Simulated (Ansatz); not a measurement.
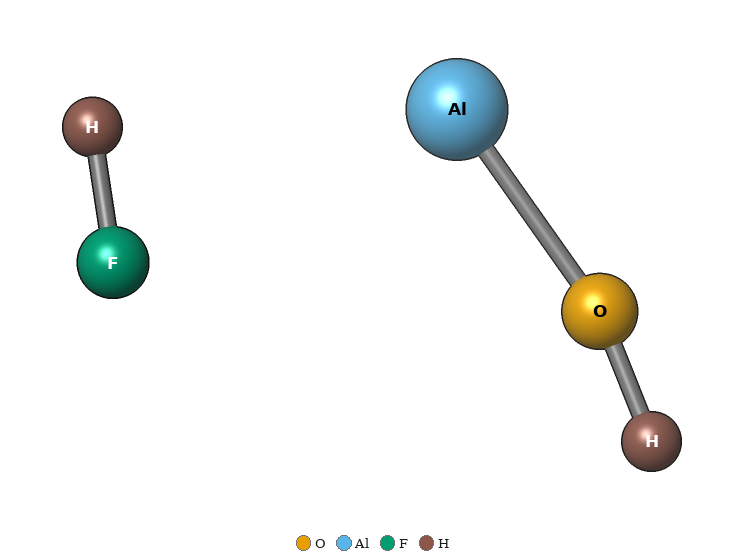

All atoms lie in one plane, which faces the viewer. The computed structure is the end point of a PBE-D4/def2-SVP optimisation. No frequency run is at hand to confirm it as a minimum.

Question: Which symmetry elements does this geometry have?

Answer: It has 1 mirror plane, so the point group is Cs. The group has 2 operations. The geometry is achiral, and symmetry allows a dipole moment.
